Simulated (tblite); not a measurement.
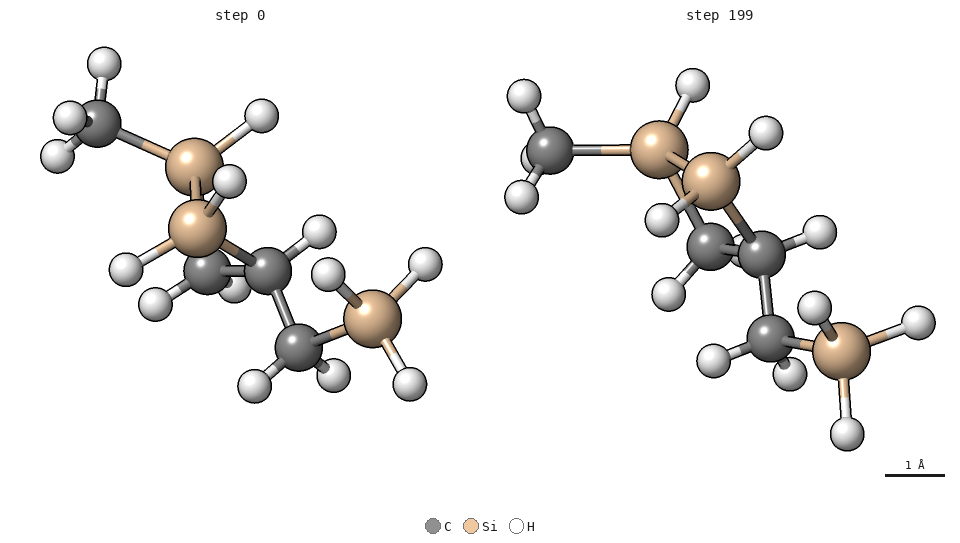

The structure of C$_{4}$H$_{14}$Si$_{3}$ before (left) and after (right) a relaxation, at one scale.

Style: ball-and-stick. Shown from a free direction.

Computed with GFN2-xTB geometry optimisation, gas phase (tblite). 

What changed between the two?

After 199 geometry steps the energy has fallen by 2.131 eV. An H atom moves most after the best rigid fit: 1.56 Å. Largest moves by element: H 1.56 Å, Si 1.00 Å, C 0.67 Å. Among the contacts that change: C–Si 2.335 → 2.685 Å, C–Si 2.362 → 2.690 Å, C–Si 1.822 → 1.925 Å, C–Si 1.837 → 1.932 Å. Bond angles that change, for instance: C–Si–Si 109.3° → 122.1°, Si–C–C 89.0° → 100.6°, H–Si–H 117.5° → 106.1°. Groups turn about C–C by about 30°, Si–Si by about 25°.
